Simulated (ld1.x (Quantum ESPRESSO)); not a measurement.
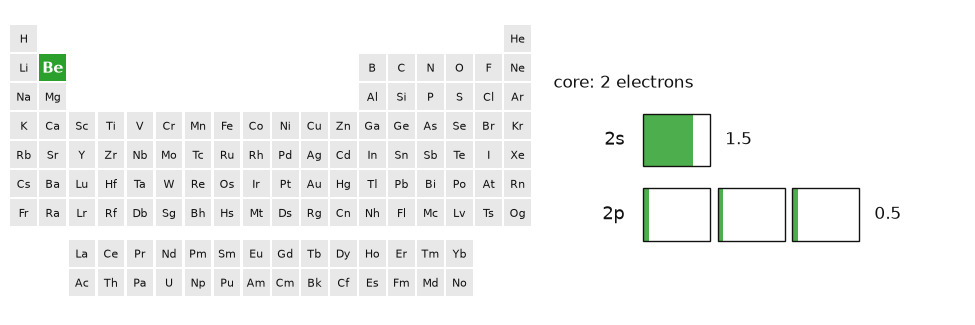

Left, the place of beryllium in the periodic table; right, the valence shells of the reference configuration: a box for each of the 2l + 1 orbitals, shaded by the share of the shell that is filled, with the electron count at the right.

**Run report: Be, pseudopotential generation (part 1 of 2)**

- system: beryllium (Be, Z = 4), core [He], reference valence 2s1.5 2p0.5, valence charge 2.
- method: TM potential, LDA (PZ), scalar-relativistic, made with ld1.x (Quantum ESPRESSO) 7.5

## The input
```
 &input
   title='Be', zed=4., rel=1, dft='PZ', iswitch=3,
   config='[He] 2s1.5 2p0.5 3d-2',
   nld=3, rlderiv=3.35, eminld=-2.0, emaxld=5.0, deld=0.02
 /
 &inputp
   pseudotype=2, tm=.true., lloc=2,
   nlcc=.true., new_core_ps=.true., rcore=1.45,
   file_pseudopw='Be.UPF', file_wfcaegen='ae.wfc', file_wfcncgen='nc.wfc', file_beta='beta', file_chi='chi'
 /
3
2S  1  0   1.50   0.00  2.15  2.15  0.0
2P  2  1   0.50   0.00  3.10  3.10  0.0
3D  3  2  -2.00   0.20  2.95  2.95  0.0
 &test
   configts(1)='2s1.5 2p0.5'
 /
```

## Input of the test run
```
 &input
   title='Be', zed=4., rel=1, dft='PZ', iswitch=2,
   config='[He] 2s1.5 2p0.5 3d-2'
 /
 &test
   file_pseudo='Be.UPF', nconf=9,
   configts(1)='2s1.5 2p0.5',
   configts(2)='2s2 2p0',
   configts(3)='2s1 2p0',
   configts(4)='2s1.5 2p0',
   configts(5)='2s0 2p2',
   configts(6)='2s0 2p1',
   configts(7)='2s1 2p1',
   configts(8)='2s1.5 2p0.5', lsdts(8)=1,
   configts(9)='2s1 2p0', lsdts(9)=1
 /
```

Launched with:
```bash
ld1.x < Be.in > Be.out
```

## Output
```
     Program LD1 v.7.5
     --------------------------- All-electron run ----------------------------

     Be
     scalar relativistic calculation

     atomic number is  4.00
     dft =PZ   lsd =0 sic =0 latt =0  beta=0.20 tr2=1.0E-14
     Exchange-correlation= PZ
                           (   1   1   0   0   0   0   0)
     mesh =1041 r(mesh) = 100.85720 a.u. xmin = -7.00 dx = 0.01250
     1 Ry =  13.60569312 eV, c = 137.03599908

     n l     nl                  e(Ry)          e(Ha)          e(eV)
     1 0     1S 1( 2.00)        -7.7626        -3.8813      -105.6155
     2 0     2S 1( 1.50)        -0.4331        -0.2165        -5.8924
     2 1     2P 1( 0.50)        -0.1744        -0.0872        -2.3730

     final scf error:  7.1E-15 reached in  19 iterations

     Etot =     -28.768991 Ry,     -14.384496 Ha,    -391.422069 eV

     Ekin =      28.507503 Ry,      14.253752 Ha,     387.864344 eV
     Encl =     -66.367607 Ry,     -33.183803 Ha,    -902.977289 eV
     Eh   =      14.079019 Ry,       7.039510 Ha,     191.554814 eV
     Exc  =      -4.987907 Ry,      -2.493954 Ha,     -67.863937 eV

     normalization and overlap integrals

     s(1S/1S) =  1.000000  <r> =   0.4247  <r2> =    0.2461  r(max) =   0.2695
     s(2S/2S) =  1.000000  <r> =   2.6009  <r2> =    8.1372  r(max) =   2.0415
     s(2P/2P) =  1.000000  <r> =   3.1391  <r2> =   12.5504  r(max) =   2.2563

     ------------------------ End of All-electron run ------------------------

     --------------------- Generating NC pseudopotential ---------------------

      Generating local pot.: lloc=2, matching radius rcloc =   2.9500

      Computing core charge for nlcc:

       r > 1.46 : true rho core
      Core charge pseudized with two Bessel functions
      Integrated core pseudo-charge :   0.23

      Wfc   2S  rcut= 2.146  Using Troullier-Martins method

      Wfc   2P  rcut= 3.123  Using Troullier-Martins method

     ------------------- End of pseudopotential generation -------------------

     --------------------------- All-electron run ----------------------------

     Be
     scalar relativistic calculation

     atomic number is  4.00
     dft =PZ   lsd =0 sic =0 latt =0  beta=0.20 tr2=1.0E-14
     Exchange-correlation= PZ
                           (   1   1   0   0   0   0   0)
     mesh =1041 r(mesh) = 100.85720 a.u. xmin = -7.00 dx = 0.01250
     1 Ry =  13.60569312 eV, c = 137.03599908

     n l     nl                  e(Ry)          e(Ha)          e(eV)
     1 0     1S 1( 2.00)        -7.7626        -3.8813      -105.6155
     2 0     2S 1( 1.50)        -0.4331        -0.2165        -5.8924
     2 1     2P 1( 0.50)        -0.1744        -0.0872        -2.3730

     final scf error:  7.1E-15 reached in  19 iterations

     Etot =     -28.768991 Ry,     -14.384496 Ha,    -391.422069 eV

     Ekin =      28.507503 Ry,      14.253752 Ha,     387.864344 eV
     Encl =     -66.367607 Ry,     -33.183803 Ha,    -902.977289 eV
     Eh   =      14.079019 Ry,       7.039510 Ha,     191.554814 eV
     Exc  =      -4.987907 Ry,      -2.493954 Ha,     -67.863937 eV

     normalization and overlap integrals

     s(1S/1S) =  1.000000  <r> =   0.4247  <r2> =    0.2461  r(max) =   0.2695
     s(2S/2S) =  1.000000  <r> =   2.6009  <r2> =    8.1372  r(max) =   2.0415
     s(2P/2P) =  1.000000  <r> =   3.1391  <r2> =   12.5504  r(max) =   2.2563

     ------------------------ End of All-electron run ------------------------

     Computing logarithmic derivative in   3.34503
     Computing logarithmic derivative in   3.34503
     Computing the partial wave expansion
     R is outside the sphere for l=    0 j= 0.00
     R is outside the sphere for l=    1 j= 0.00
       no projector for channel:   2

     ---------------------- Testing the pseudopotential ----------------------

     Be
     scalar relativistic calculation

     atomic number is  4.00   valence charge is  2.00
     dft =PZ   lsd =0 sic =0 latt =0  beta=0.20 tr2=1.0E-14
     mesh =1041 r(mesh) = 100.85720 xmin = -7.00 dx = 0.01250

     n l     nl             e AE (Ry)        e PS (Ry)    De AE-PS (Ry)
     1 0     2S   1( 1.50)       -0.43308       -0.43308        0.00000
     2 1     2P   1( 0.50)       -0.17441       -0.17441        0.00000

     eps = 7.2E-18  iter =  4

     Etot =     -28.768991 Ry,     -14.384496 Ha,    -391.422069 eV
     Etotps =    -2.002349 Ry,      -1.001174 Ha,     -27.243345 eV

     Ekin =       0.805812 Ry,       0.402906 Ha,      10.963634 eV
     Encl =      -3.516332 Ry,      -1.758166 Ha,     -47.842130 eV
     Ehrt =       1.334604 Ry,       0.667302 Ha,      18.158208 eV
     Ecxc =      -0.885345 Ry,      -0.442673 Ha,     -12.045737 eV
     (Ecc =      -0.129718 Ry,      -0.064859 Ha,      -1.764908 eV)
     Epseu=       0.258912 Ry,       0.129456 Ha,       3.522680 eV

     ---------------------- End of pseudopotential test ----------------------
```

## Output of the test run (extracts)
```
     ---------------------- Testing the pseudopotential ----------------------

     Be
     scalar relativistic calculation

     atomic number is  4.00   valence charge is  2.00
     dft =PZ   lsd =0 sic =0 latt =0  beta=0.20 tr2=1.0E-14
     mesh =1041 r(mesh) = 100.85720 xmin = -7.00 dx = 0.01250

     n l     nl             e AE (Ry)        e PS (Ry)    De AE-PS (Ry)
     1 0     2S   1( 1.50)       -0.43308       -0.43308        0.00000
     2 1     2P   1( 0.50)       -0.17441       -0.17441        0.00000

     eps = 9.1E-18  iter =  4

     Etot =     -28.768991 Ry,     -14.384496 Ha,    -391.422069 eV
     Etotps =    -2.002349 Ry,      -1.001174 Ha,     -27.243345 eV

     Ekin =       0.805812 Ry,       0.402906 Ha,      10.963634 eV
     Encl =      -3.516332 Ry,      -1.758166 Ha,     -47.842130 eV
     Ehrt =       1.334604 Ry,       0.667302 Ha,      18.158208 eV
     Ecxc =      -0.885345 Ry,      -0.442673 Ha,     -12.045737 eV
     (Ecc =      -0.129718 Ry,      -0.064859 Ha,      -1.764908 eV)
     Epseu=       0.258912 Ry,       0.129456 Ha,       3.522680 eV

     ---------------------- End of pseudopotential test ----------------------

     ---------------------- Testing the pseudopotential ----------------------

     Be
     scalar relativistic calculation

     atomic number is  4.00   valence charge is  2.00
     dft =PZ   lsd =0 sic =0 latt =0  beta=0.20 tr2=1.0E-14
     mesh =1041 r(mesh) = 100.85720 xmin = -7.00 dx = 0.01250

     n l     nl             e AE (Ry)        e PS (Ry)    De AE-PS (Ry)
     1 0     2S   1( 2.00)       -0.41206       -0.41147       -0.00059
     2 1     2P   1( 0.00)       -0.15470       -0.15446       -0.00024

     eps = 2.1E-15  iter =  5

     Etot =     -28.897989 Ry,     -14.448994 Ha,    -393.177164 eV
     Etotps =    -2.131257 Ry,      -1.065629 Ha,     -28.997232 eV
     dEtot_ae =      -0.128997 Ry
     dEtot_ps =      -0.128908 Ry,   Delta E=      -0.000089 Ry

     Ekin =       0.603061 Ry,       0.301530 Ha,       8.205058 eV
     Encl =      -3.598769 Ry,      -1.799384 Ha,     -48.963743 eV
     Ehrt =       1.384503 Ry,       0.692251 Ha,      18.837117 eV
     Ecxc =      -0.911829 Ry,      -0.455915 Ha,     -12.406071 eV
     (Ecc =      -0.129718 Ry,      -0.064859 Ha,      -1.764908 eV)
     Epseu=       0.391778 Ry,       0.195889 Ha,       5.330408 eV

     ---------------------- End of pseudopotential test ----------------------

     ---------------------- Testing the pseudopotential ----------------------

     Be
     scalar relativistic calculation

     atomic number is  4.00   valence charge is  2.00
     dft =PZ   lsd =0 sic =0 latt =0  beta=0.20 tr2=1.0E-14
     mesh =1041 r(mesh) = 100.85720 xmin = -7.00 dx = 0.01250

     n l     nl             e AE (Ry)        e PS (Ry)    De AE-PS (Ry)
     1 0     2S   1( 1.00)       -1.00307       -1.00034       -0.00273
     2 1     2P   1( 0.00)       -0.72203       -0.71524       -0.00679  !

     eps = 1.8E-15  iter =  7

     Etot =     -28.198300 Ry,     -14.099150 Ha,    -383.657415 eV
     Etotps =    -1.433109 Ry,      -0.716555 Ha,     -19.498444 eV
     dEtot_ae =       0.570692 Ry
     dEtot_ps =       0.569240 Ry,   Delta E=       0.001452 Ry

     Ekin =       0.389975 Ry,       0.194987 Ha,       5.305874 eV
     Encl =      -1.984084 Ry,      -0.992042 Ha,     -26.994832 eV
     Ehrt =       0.392319 Ry,       0.196160 Ha,       5.337775 eV
     Ecxc =      -0.501085 Ry,      -0.250543 Ha,      -6.817615 eV
     (Ecc =      -0.129718 Ry,      -0.064859 Ha,      -1.764908 eV)
     Epseu=       0.269766 Ry,       0.134883 Ha,       3.670354 eV

     ---------------------- End of pseudopotential test ----------------------

     ---------------------- Testing the pseudopotential ----------------------

     Be
     scalar relativistic calculation

     atomic number is  4.00   valence charge is  2.00
     dft =PZ   lsd =0 sic =0 latt =0  beta=0.20 tr2=1.0E-14
     mesh =1041 r(mesh) = 100.85720 xmin = -7.00 dx = 0.01250

     n l     nl             e AE (Ry)        e PS (Ry)    De AE-PS (Ry)
     1 0     2S   1( 1.50)       -0.69572       -0.69424       -0.00148
     2 1     2P   1( 0.00)       -0.42180       -0.41947       -0.00233

     eps = 1.4E-15  iter =  6

     Etot =     -28.622251 Ry,     -14.311126 Ha,    -389.425569 eV
     Etotps =    -1.856019 Ry,      -0.928010 Ha,     -25.252431 eV
     dEtot_ae =       0.146740 Ry
     dEtot_ps =       0.146329 Ry,   Delta E=       0.000411 Ry

     Ekin =       0.519526 Ry,       0.259763 Ha,       7.068512 eV
     Encl =      -2.843421 Ry,      -1.421711 Ha,     -38.686715 eV
     Ehrt =       0.832831 Ry,       0.416416 Ha,      11.331244 eV
     Ecxc =      -0.710857 Ry,      -0.355429 Ha,      -9.671706 eV
     (Ecc =      -0.129718 Ry,      -0.064859 Ha,      -1.764908 eV)
     Epseu=       0.345902 Ry,       0.172951 Ha,       4.706234 eV

     ---------------------- End of pseudopotential test ----------------------

     ---------------------- Testing the pseudopotential ----------------------

     Be
     scalar relativistic calculation

     atomic number is  4.00   valence charge is  2.00
     dft =PZ   lsd =0 sic =0 latt =0  beta=0.20 tr2=1.0E-14
     mesh =1041 r(mesh) = 100.85720 xmin = -7.00 dx = 0.01250

     n l     nl             e AE (Ry)        e PS (Ry)    De AE-PS (Ry)
     1 0     2S   1( 0.00)       -0.48168       -0.48400        0.00232
     2 1     2P   1( 2.00)       -0.21966       -0.22081        0.00115

     eps = 6.6E-15  iter =  7

     Etot =     -28.378257 Ry,     -14.189129 Ha,    -386.105859 eV
     Etotps =    -1.610752 Ry,      -0.805376 Ha,     -21.915392 eV
     dEtot_ae =       0.390734 Ry
     dEtot_ps =       0.391597 Ry,   Delta E=      -0.000863 Ry

     Ekin =       1.498263 Ry,       0.749132 Ha,      20.384912 eV
     Encl =      -3.315916 Ry,      -1.657958 Ha,     -45.115336 eV
     Ehrt =       1.222917 Ry,       0.611458 Ha,      16.638627 eV
     Ecxc =      -0.825921 Ry,      -0.412961 Ha,     -11.237230 eV
     (Ecc =      -0.129718 Ry,      -0.064859 Ha,      -1.764908 eV)
     Epseu=      -0.190094 Ry,      -0.095047 Ha,      -2.586365 eV

     ---------------------- End of pseudopotential test ----------------------

     ---------------------- Testing the pseudopotential ----------------------

     Be
     scalar relativistic calculation

     atomic number is  4.00   valence charge is  2.00
     dft =PZ   lsd =0 sic =0 latt =0  beta=0.20 tr2=1.0E-14
     mesh =1041 r(mesh) = 100.85720 xmin = -7.00 dx = 0.01250

     n l     nl             e AE (Ry)        e PS (Ry)    De AE-PS (Ry)
     1 0     2S   1( 0.00)       -1.00840       -1.01474        0.00634  !
     2 1     2P   1( 1.00)       -0.72875       -0.73038        0.00163

     eps = 5.3E-17  iter =  7

     Etot =     -27.917963 Ry,     -13.958982 Ha,    -379.843243 eV
     Etotps =    -1.148405 Ry,      -0.574202 Ha,     -15.624839 eV
     dEtot_ae =       0.851028 Ry
     dEtot_ps =       0.853944 Ry,   Delta E=      -0.002916 Ry

     Ekin =       1.036877 Ry,       0.518439 Ha,      14.107435 eV
     Encl =      -1.930008 Ry,      -0.965004 Ha,     -26.259092 eV
     Ehrt =       0.373604 Ry,       0.186802 Ha,       5.083139 eV
     Ecxc =      -0.483181 Ry,      -0.241591 Ha,      -6.574015 eV
     (Ecc =      -0.129718 Ry,      -0.064859 Ha,      -1.764908 eV)
     Epseu=      -0.145697 Ry,      -0.072848 Ha,      -1.982307 eV

     ---------------------- End of pseudopotential test ----------------------

     ---------------------- Testing the pseudopotential ----------------------

     Be
     scalar relativistic calculation

     atomic number is  4.00   valence charge is  2.00
     dft =PZ   lsd =0 sic =0 latt =0  beta=0.20 tr2=1.0E-14
     mesh =1041 r(mesh) = 100.85720 xmin = -7.00 dx = 0.01250

     n l     nl             e AE (Ry)        e PS (Ry)    De AE-PS (Ry)
     1 0     2S   1( 1.00)       -0.45138       -0.45209        0.00070
     2 1     2P   1( 1.00)       -0.19141       -0.19173        0.00033

     eps = 8.8E-17  iter =  7

     Etot =     -28.639324 Ry,     -14.319662 Ha,    -389.657850 eV
     Etotps =    -1.872586 Ry,      -0.936293 Ha,     -25.477835 eV
     dEtot_ae =       0.129668 Ry
     dEtot_ps =       0.129763 Ry,   Delta E=      -0.000095 Ry

     Ekin =       1.023587 Ry,       0.511793 Ha,      13.926605 eV
     Encl =      -3.442532 Ry,      -1.721266 Ha,     -46.838028 eV
     Ehrt =       1.291885 Ry,       0.645943 Ha,      17.576994 eV
     Ecxc =      -0.862671 Ry,      -0.431335 Ha,     -11.737236 eV
     (Ecc =      -0.129718 Ry,      -0.064859 Ha,      -1.764908 eV)
     Epseu=       0.117144 Ry,       0.058572 Ha,       1.593830 eV

     ---------------------- End of pseudopotential test ----------------------
```

(Continued in part 2.) Outcome of the run: generated.
